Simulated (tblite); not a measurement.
**Geometry relaxation, with input and output: C7H11FSi (part 1 of 2)**

- system: C7H11FSi, SMILES CC(C)C1=C[SiH2]C(F)=C1
- method: GFN2-xTB geometry optimisation, gas phase (tblite 0.8.0)

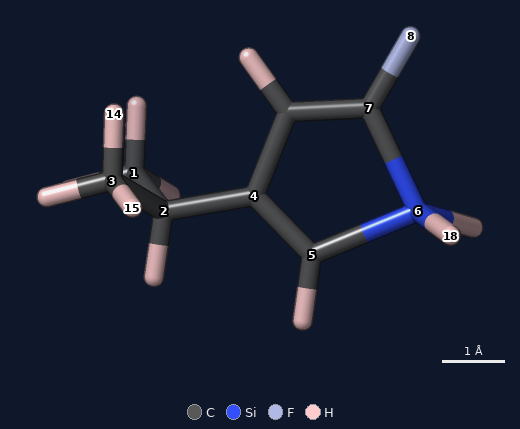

Fig. 1: The structure as given in the input (stick view, seen at a tilt; atoms are numbered from 1 in the order of the input).

Summary

- outcome: converged
- total energy: −734.9231 eV
- hardware: 1 CPU thread, shared host
- peak memory: 0.18 GiB

Input
```
{"job": {"kind": "relax", "xc": "GFN2-xTB", "basis": "xTB"}, "charge": 0, "multiplicity": 1}
C     -1.965600     1.073200    -0.457000
C     -1.157200    -0.184200    -0.725900
C     -1.781800    -1.405400    -0.032100
C      0.292100    -0.006100    -0.322600
C      1.335700    -0.083400    -1.161800
Si     2.978700     0.189700    -0.286600
C      1.999100     0.386500     1.278300
F      2.542300     0.632800     2.493300
C      0.682900     0.247300     1.075600
H     -2.995300     0.958700    -0.842400
H     -2.056600     1.297000     0.611800
H     -1.529100     1.941500    -0.949000
H     -1.192800    -0.373700    -1.788500
H     -1.859600    -1.270700     1.046900
H     -1.214000    -2.302300    -0.226100
H     -2.807000    -1.565700    -0.405600
H      1.304300    -0.261300    -2.228600
H      3.823600    -1.038800    -0.326500
H      3.641600     1.442300    -0.740300
H     -0.046600     0.333200     1.875500
```

The first line tells a small driver script what to run in tblite; the rest is the geometry in Å.

Command:
```bash
OMP_NUM_THREADS=1 python <driver script> task.json out
```

The program's output
```
step      E/eV     max force
  0    -734.79949    1.156
  1    -734.84693    0.477
  2    -734.86081    0.434
  3    -734.87242    0.371
  4    -734.88476    0.381
  5    -734.89883    0.308
  6    -734.90836    0.243
  7    -734.91307    0.201
  8    -734.91497    0.139
  9    -734.91581    0.076
 10    -734.91641    0.067
 11    -734.91712    0.067
 12    -734.91777    0.066
 13    -734.91844    0.066
 14    -734.91900    0.073
 15    -734.91948    0.058
 16    -734.91991    0.063
 17    -734.92033    0.059
 18    -734.92075    0.048
 19    -734.92118    0.051
 20    -734.92159    0.062
 21    -734.92195    0.059
 22    -734.92223    0.039
 23    -734.92245    0.034
 24    -734.92264    0.032
 25    -734.92281    0.031
 26    -734.92294    0.026
 27    -734.92302    0.021
 28    -734.92308    0.016
 29    -734.92312    0.014
 30    -734.92315    0.009
```

Trajectory as extended XYZ (Å, eV, eV/Å), 24 of the 31 frames kept, from step=0 to step=30
```
20
Properties=species:S:1:pos:R:3:forces:R:3 step=0 energy=-734.79949
C    -1.9656    1.0732   -0.4570   -0.7580   0.3630   0.1800
C    -1.1572   -0.1842   -0.7259    0.2550  -0.2270   0.5680
C    -1.7818   -1.4054   -0.0321   -0.6030   0.2290   0.0630
C     0.2921   -0.0061   -0.3226   -0.0180  -0.1100   0.0790
C     1.3357   -0.0834   -1.1618    0.3840   0.0220  -0.3440
Si    2.9787    0.1897   -0.2866    0.6830  -0.1530  -0.9200
C     1.9991    0.3865    1.2783   -0.3490   0.0480   0.5780
F     2.5423    0.6328    2.4933   -0.2250  -0.0160   0.0440
C     0.6829    0.2473    1.0756   -0.1790   0.1050   0.1590
H    -2.9953    0.9587   -0.8424    0.4520  -0.0190   0.1230
H    -2.0566    1.2970    0.6118    0.1580  -0.1180  -0.2020
H    -1.5291    1.9415   -0.9490    0.0700  -0.0780   0.0210
H    -1.1928   -0.3737   -1.7885    0.1380  -0.0660  -0.5080
H    -1.8596   -1.2707    1.0469    0.1280   0.0710  -0.0720
H    -1.2140   -2.3023   -0.2261    0.2110  -0.1570  -0.0690
H    -2.8070   -1.5657   -0.4056    0.3920   0.0980   0.0700
H     1.3043   -0.2613   -2.2286   -0.4950  -0.0120   0.1720
H     3.8236   -1.0388   -0.3265   -0.2000   0.4800   0.0850
H     3.6416    1.4423   -0.7403   -0.1120  -0.4090   0.2120
H    -0.0466    0.3332    1.8755    0.0690  -0.0500  -0.2370
20
Properties=species:S:1:pos:R:3:forces:R:3 step=1 energy=-734.84693
C    -1.9764    1.0784   -0.4545   -0.0390   0.0930   0.0580
C    -1.1536   -0.1874   -0.7178   -0.0500  -0.0030  -0.0050
C    -1.7904   -1.4021   -0.0312    0.0190  -0.0730   0.0780
C     0.2919   -0.0077   -0.3215    0.3630  -0.0890  -0.0230
C     1.3412   -0.0831   -1.1667    0.0370   0.0680   0.1170
Si    2.9885    0.1875   -0.2997    0.1200  -0.0740  -0.3740
C     1.9941    0.3872    1.2866   -0.0580  -0.0370  -0.0670
F     2.5391    0.6326    2.4939   -0.1610   0.0180   0.2120
C     0.6803    0.2488    1.0778   -0.0640   0.0570  -0.0290
H    -2.9888    0.9584   -0.8406    0.0690  -0.0500  -0.0010
H    -2.0544    1.2953    0.6089    0.0850  -0.0370   0.0070
H    -1.5281    1.9404   -0.9487    0.0240  -0.0750   0.0370
H    -1.1908   -0.3747   -1.7957    0.1460   0.0010  -0.0670
H    -1.8578   -1.2697    1.0458    0.0780   0.0690   0.0190
H    -1.2110   -2.3046   -0.2271    0.0140   0.0880  -0.0020
H    -2.8014   -1.5643   -0.4046    0.0590   0.0690  -0.0390
H     1.2972   -0.2614   -2.2261   -0.4730  -0.0470  -0.0410
H     3.8208   -1.0319   -0.3253   -0.0620   0.2990   0.0660
H     3.6400    1.4364   -0.7373   -0.0100  -0.2470   0.1410
H    -0.0456    0.3325    1.8721   -0.0970  -0.0310  -0.0860
20
Properties=species:S:1:pos:R:3:forces:R:3 step=3 energy=-734.87242
C    -1.9787    1.0820   -0.4515    0.1980  -0.1550  -0.0220
C    -1.1525   -0.1880   -0.7163    0.0960   0.0300  -0.0890
C    -1.7906   -1.4033   -0.0278    0.1300   0.0640  -0.0270
C     0.3017   -0.0123   -0.3196    0.0080  -0.0170  -0.0660
C     1.3474   -0.0806   -1.1688   -0.1830  -0.0070  -0.0130
Si    2.9941    0.1840   -0.3185   -0.2450   0.0330   0.1510
C     1.9920    0.3858    1.2858    0.1320  -0.0130  -0.0800
F     2.5288    0.6331    2.5030   -0.1840  -0.0170  -0.0090
C     0.6781    0.2519    1.0769    0.0680   0.0000  -0.0350
H    -2.9848    0.9557   -0.8405   -0.0460  -0.0370  -0.0160
H    -2.0496    1.2933    0.6098    0.0430   0.0020   0.0990
H    -1.5263    1.9371   -0.9470    0.0410   0.0200   0.0050
H    -1.1828   -0.3747   -1.7999    0.1050   0.0240   0.0970
H    -1.8533   -1.2658    1.0472    0.0490   0.0480   0.0570
H    -1.2091   -2.3013   -0.2275    0.0260   0.0260   0.0110
H    -2.7976   -1.5606   -0.4064   -0.0200   0.0370  -0.0260
H     1.2704   -0.2636   -2.2257   -0.3650  -0.0400  -0.0520
H     3.8184   -1.0165   -0.3216    0.1320  -0.0040   0.0400
H     3.6402    1.4238   -0.7298    0.1230   0.0180   0.0300
H    -0.0510    0.3308    1.8668   -0.1080  -0.0120  -0.0550
20
Properties=species:S:1:pos:R:3:forces:R:3 step=4 energy=-734.88476
C    -1.9756    1.0804   -0.4502    0.1460  -0.1320  -0.0210
C    -1.1489   -0.1877   -0.7172    0.1260  -0.0030  -0.0380
C    -1.7880   -1.4020   -0.0266    0.0930   0.0940  -0.0490
C     0.3065   -0.0154   -0.3196   -0.1670   0.0510   0.0110
C     1.3474   -0.0795   -1.1715   -0.2320  -0.0550  -0.1380
Si    2.9916    0.1827   -0.3262   -0.2560   0.0560   0.2770
C     1.9939    0.3847    1.2839    0.0200   0.0000  -0.0150
F     2.5180    0.6329    2.5079   -0.1330  -0.0240  -0.0780
C     0.6785    0.2538    1.0756    0.0970  -0.0380  -0.0310
H    -2.9834    0.9532   -0.8408    0.0170  -0.0270   0.0200
H    -2.0456    1.2921    0.6126    0.0390  -0.0140   0.0420
H    -1.5241    1.9356   -0.9459    0.0390   0.0310   0.0050
H    -1.1755   -0.3742   -1.8003    0.0760   0.0190   0.0850
H    -1.8494   -1.2623    1.0494    0.0410   0.0350   0.0110
H    -1.2071   -2.2990   -0.2275    0.0360  -0.0060   0.0180
H    -2.7956   -1.5574   -0.4080    0.0160   0.0360   0.0090
H     1.2453   -0.2659   -2.2264   -0.2680  -0.0300  -0.0460
H     3.8203   -1.0074   -0.3185    0.1880  -0.1170   0.0300
H     3.6434    1.4166   -0.7246    0.1620   0.1260  -0.0140
H    -0.0569    0.3294    1.8622   -0.0390  -0.0030  -0.0780
20
Properties=species:S:1:pos:R:3:forces:R:3 step=5 energy=-734.89883
C    -1.9698    1.0768   -0.4487    0.0500  -0.0430  -0.0130
C    -1.1424   -0.1877   -0.7185    0.0640  -0.0250   0.0510
C    -1.7833   -1.3989   -0.0256    0.0280   0.0730  -0.0480
C     0.3091   -0.0182   -0.3185   -0.1690   0.1050  -0.0060
C     1.3434   -0.0792   -1.1783   -0.2840  -0.0720  -0.0940
Si    2.9846    0.1819   -0.3315   -0.1450   0.0470   0.2600
C     1.9952    0.3833    1.2816   -0.0440   0.0260   0.0960
F     2.5022    0.6322    2.5130   -0.0470  -0.0230  -0.1180
C     0.6807    0.2554    1.0733   -0.0640  -0.0820  -0.0130
H    -2.9804    0.9495   -0.8404    0.1020  -0.0190   0.0620
H    -2.0396    1.2900    0.6164    0.0400  -0.0400  -0.0390
H    -1.5207    1.9341   -0.9442    0.0320   0.0230   0.0130
H    -1.1647   -0.3732   -1.7998    0.0430   0.0040   0.0300
H    -1.8435   -1.2572    1.0519    0.0350   0.0230  -0.0560
H    -1.2040   -2.2960   -0.2271    0.0400  -0.0320   0.0270
H    -2.7923   -1.5526   -0.4097    0.0680   0.0380   0.0500
H     1.2084   -0.2692   -2.2280   -0.1420  -0.0250  -0.0850
H     3.8260   -0.9979   -0.3138    0.1790  -0.1560   0.0220
H     3.6504    1.4099   -0.7182    0.1540   0.1730  -0.0350
H    -0.0645    0.3277    1.8545    0.0630   0.0070  -0.1040
20
Properties=species:S:1:pos:R:3:forces:R:3 step=7 energy=-734.91307
C    -1.9612    1.0726   -0.4474   -0.0230   0.0630   0.0010
C    -1.1349   -0.1883   -0.7181   -0.0790   0.0000   0.0260
C    -1.7763   -1.3943   -0.0259   -0.0040  -0.0280  -0.0030
C     0.3061   -0.0166   -0.3174   -0.0630   0.0700  -0.0330
C     1.3287   -0.0817   -1.1885   -0.0430  -0.0320   0.0030
Si    2.9730    0.1823   -0.3293    0.0610  -0.0020  -0.0030
C     1.9915    0.3825    1.2823   -0.0750   0.0190   0.0650
F     2.4835    0.6309    2.5156    0.0590  -0.0010  -0.0230
C     0.6800    0.2533    1.0695   -0.1900  -0.0660  -0.0050
H    -2.9722    0.9443   -0.8371    0.0850  -0.0100   0.0550
H    -2.0308    1.2855    0.6184    0.0400  -0.0450  -0.0520
H    -1.5154    1.9330   -0.9415    0.0310   0.0120   0.0120
H    -1.1505   -0.3721   -1.7983   -0.0040  -0.0110  -0.0200
H    -1.8352   -1.2503    1.0517    0.0270   0.0150  -0.0610
H    -1.1989   -2.2936   -0.2252    0.0290  -0.0290   0.0270
H    -2.7854   -1.5452   -0.4094    0.0500   0.0210   0.0510
H     1.1605   -0.2742   -2.2340   -0.0020  -0.0060  -0.0510
H     3.8390   -0.9920   -0.3074    0.0320  -0.0260   0.0180
H     3.6642    1.4083   -0.7117    0.0350   0.0450   0.0050
H    -0.0709    0.3261    1.8421    0.0350   0.0130  -0.0110
20
Properties=species:S:1:pos:R:3:forces:R:3 step=8 energy=-734.91497
C    -1.9602    1.0732   -0.4474   -0.0020   0.0430  -0.0020
C    -1.1359   -0.1882   -0.7177   -0.0620   0.0100  -0.0230
C    -1.7752   -1.3943   -0.0263    0.0110  -0.0320   0.0030
C     0.3035   -0.0144   -0.3180   -0.0240   0.0260  -0.0380
C     1.3253   -0.0829   -1.1896    0.0310  -0.0100   0.0190
Si    2.9724    0.1825   -0.3276    0.0480  -0.0090  -0.0520
C     1.9890    0.3829    1.2837   -0.1370  -0.0060  -0.0230
F     2.4832    0.6308    2.5149    0.0490   0.0030   0.0110
C     0.6763    0.2513    1.0688   -0.0100  -0.0230  -0.0110
H    -2.9695    0.9435   -0.8354    0.0220  -0.0030   0.0280
H    -2.0291    1.2840    0.6174    0.0380  -0.0280  -0.0080
H    -1.5142    1.9333   -0.9410    0.0330   0.0170   0.0050
H    -1.1493   -0.3722   -1.7981   -0.0180  -0.0100  -0.0190
H    -1.8338   -1.2493    1.0501    0.0260   0.0150  -0.0210
H    -1.1978   -2.2941   -0.2242    0.0260  -0.0200   0.0200
H    -2.7837   -1.5441   -0.4080    0.0110   0.0040   0.0320
H     1.1560   -0.2749   -2.2361    0.0080   0.0000  -0.0170
H     3.8417   -0.9930   -0.3065   -0.0040   0.0170   0.0180
H     3.6669    1.4101   -0.7113    0.0020  -0.0040   0.0210
H    -0.0706    0.3263    1.8407   -0.0490   0.0110   0.0560
20
Properties=species:S:1:pos:R:3:forces:R:3 step=9 energy=-734.91581
C    -1.9600    1.0742   -0.4476    0.0150   0.0170  -0.0040
C    -1.1376   -0.1881   -0.7179   -0.0220   0.0090  -0.0410
C    -1.7748   -1.3950   -0.0264    0.0200  -0.0180   0.0010
C     0.3018   -0.0130   -0.3190    0.0040  -0.0020  -0.0330
C     1.3246   -0.0836   -1.1895    0.0380  -0.0030   0.0030
Si    2.9730    0.1826   -0.3274    0.0090  -0.0070  -0.0410
C     1.9857    0.3830    1.2839    0.0000  -0.0010  -0.0280
F     2.4846    0.6307    2.5144    0.0130  -0.0050  -0.0180
C     0.6748    0.2501    1.0685   -0.0760  -0.0040   0.0070
H    -2.9683    0.9434   -0.8343   -0.0170   0.0060   0.0110
H    -2.0280    1.2831    0.6168    0.0360  -0.0150   0.0200
H    -1.5132    1.9338   -0.9408    0.0320   0.0190   0.0020
H    -1.1497   -0.3724   -1.7983   -0.0260  -0.0080  -0.0200
H    -1.8331   -1.2489    1.0491    0.0270   0.0150   0.0060
H    -1.1970   -2.2948   -0.2235    0.0230  -0.0130   0.0150
H    -2.7831   -1.5438   -0.4069   -0.0120  -0.0090   0.0200
H     1.1561   -0.2749   -2.2371    0.0100   0.0050   0.0110
H     3.8425   -0.9936   -0.3060   -0.0110   0.0280   0.0190
H     3.6677    1.4112   -0.7111   -0.0060  -0.0190   0.0250
H    -0.0710    0.3267    1.8415   -0.0570   0.0050   0.0460
20
Properties=species:S:1:pos:R:3:forces:R:3 step=10 energy=-734.91641
C    -1.9597    1.0751   -0.4477    0.0200  -0.0040  -0.0050
C    -1.1389   -0.1878   -0.7188    0.0150   0.0010  -0.0420
C    -1.7743   -1.3956   -0.0265    0.0190   0.0010  -0.0030
C     0.3008   -0.0121   -0.3202    0.0120  -0.0160  -0.0150
C     1.3248   -0.0841   -1.1895    0.0190   0.0010  -0.0050
Si    2.9737    0.1824   -0.3281   -0.0250  -0.0020  -0.0130
C     1.9837    0.3830    1.2836    0.0080  -0.0050  -0.0370
F     2.4856    0.6306    2.5138   -0.0100  -0.0110  -0.0380
C     0.6723    0.2493    1.0685   -0.0250   0.0130   0.0130
H    -2.9678    0.9434   -0.8334   -0.0310   0.0160   0.0040
H    -2.0267    1.2822    0.6168    0.0340  -0.0070   0.0280
H    -1.5120    1.9345   -0.9406    0.0260   0.0170   0.0020
H    -1.1503   -0.3727   -1.7989   -0.0330  -0.0060  -0.0250
H    -1.8321   -1.2483    1.0486    0.0280   0.0140   0.0170
H    -1.1960   -2.2955   -0.2228    0.0190  -0.0050   0.0100
H    -2.7828   -1.5437   -0.4058   -0.0170  -0.0180   0.0150
H     1.1561   -0.2749   -2.2375    0.0130   0.0060   0.0190
H     3.8428   -0.9934   -0.3053   -0.0070   0.0230   0.0180
H     3.6681    1.4114   -0.7105   -0.0050  -0.0180   0.0240
H    -0.0724    0.3270    1.8428   -0.0580  -0.0010   0.0330
20
Properties=species:S:1:pos:R:3:forces:R:3 step=12 energy=-734.91777
C    -1.9576    1.0768   -0.4480    0.0100  -0.0280   0.0010
C    -1.1400   -0.1876   -0.7228    0.0420  -0.0180  -0.0110
C    -1.7716   -1.3964   -0.0268    0.0020   0.0260  -0.0010
C     0.2993   -0.0113   -0.3232    0.0040  -0.0290   0.0300
C     1.3250   -0.0853   -1.1906   -0.0310   0.0090  -0.0050
Si    2.9726    0.1820   -0.3305   -0.0520   0.0060   0.0410
C     1.9782    0.3827    1.2809    0.0080  -0.0060  -0.0150
F     2.4853    0.6295    2.5100   -0.0330  -0.0150  -0.0550
C     0.6657    0.2483    1.0689    0.0210   0.0300   0.0040
H    -2.9674    0.9443   -0.8305   -0.0120   0.0430   0.0070
H    -2.0203    1.2793    0.6182    0.0290   0.0020   0.0040
H    -1.5074    1.9367   -0.9396   -0.0030  -0.0090   0.0120
H    -1.1528   -0.3737   -1.8024   -0.0350  -0.0010  -0.0310
H    -1.8271   -1.2455    1.0483    0.0290   0.0100   0.0100
H    -1.1923   -2.2969   -0.2205    0.0010   0.0200   0.0000
H    -2.7822   -1.5443   -0.4022    0.0040  -0.0320   0.0150
H     1.1527   -0.2750   -2.2379    0.0270   0.0030   0.0040
H     3.8441   -0.9907   -0.3019    0.0010   0.0040   0.0150
H     3.6698    1.4104   -0.7068   -0.0030  -0.0040   0.0150
H    -0.0793    0.3273    1.8458   -0.0070  -0.0120  -0.0370
20
Properties=species:S:1:pos:R:3:forces:R:3 step=13 energy=-734.91844
C    -1.9560    1.0771   -0.4481    0.0020  -0.0240   0.0050
C    -1.1397   -0.1879   -0.7254    0.0160  -0.0200   0.0050
C    -1.7699   -1.3963   -0.0269   -0.0070   0.0210   0.0040
C     0.2986   -0.0117   -0.3241   -0.0090  -0.0260   0.0280
C     1.3244   -0.0857   -1.1913   -0.0350   0.0110   0.0010
Si    2.9708    0.1819   -0.3310   -0.0300   0.0050   0.0390
C     1.9752    0.3823    1.2789   -0.0050  -0.0040   0.0020
F     2.4841    0.6285    2.5067   -0.0230  -0.0080  -0.0280
C     0.6623    0.2485    1.0691    0.0240   0.0220  -0.0150
H    -2.9673    0.9459   -0.8287    0.0090   0.0500   0.0120
H    -2.0159    1.2776    0.6192    0.0250   0.0020  -0.0140
H    -1.5048    1.9377   -0.9387   -0.0160  -0.0230   0.0150
H    -1.1549   -0.3743   -1.8051   -0.0260   0.0020  -0.0200
H    -1.8234   -1.2435    1.0483    0.0270   0.0090   0.0000
H    -1.1901   -2.2971   -0.2192   -0.0070   0.0290  -0.0040
H    -2.7817   -1.5454   -0.3998    0.0170  -0.0310   0.0160
H     1.1509   -0.2750   -2.2381    0.0290   0.0000  -0.0100
H     3.8449   -0.9889   -0.2995   -0.0030   0.0010   0.0140
H     3.6708    1.4096   -0.7042   -0.0070   0.0000   0.0120
H    -0.0835    0.3272    1.8465    0.0190  -0.0140  -0.0620
20
Properties=species:S:1:pos:R:3:forces:R:3 step=14 energy=-734.91900
C    -1.9546    1.0768   -0.4482   -0.0020  -0.0140   0.0080
C    -1.1393   -0.1885   -0.7277   -0.0190  -0.0160   0.0110
C    -1.7686   -1.3959   -0.0269   -0.0100   0.0080   0.0100
C     0.2979   -0.0124   -0.3245   -0.0190  -0.0180   0.0050
C     1.3234   -0.0858   -1.1918   -0.0220   0.0100   0.0040
Si    2.9687    0.1819   -0.3308   -0.0010   0.0010   0.0200
C     1.9727    0.3819    1.2772   -0.0120  -0.0010   0.0140
F     2.4829    0.6275    2.5033   -0.0090   0.0010   0.0120
C     0.6598    0.2491    1.0690    0.0160   0.0080  -0.0320
H    -2.9673    0.9483   -0.8270    0.0210   0.0460   0.0150
H    -2.0116    1.2762    0.6197    0.0200   0.0000  -0.0200
H    -1.5030    1.9381   -0.9377   -0.0190  -0.0290   0.0130
H    -1.1573   -0.3748   -1.8078   -0.0130   0.0030  -0.0030
H    -1.8197   -1.2417    1.0483    0.0230   0.0100  -0.0050
H    -1.1884   -2.2967   -0.2181   -0.0080   0.0280  -0.0080
H    -2.7810   -1.5470   -0.3974    0.0200  -0.0270   0.0150
H     1.1504   -0.2750   -2.2384    0.0260  -0.0030  -0.0170
H     3.8453   -0.9873   -0.2972   -0.0090   0.0020   0.0130
H     3.6713    1.4089   -0.7018   -0.0110   0.0010   0.0110
H    -0.0867    0.3268    1.8460    0.0290  -0.0110  -0.0660
```
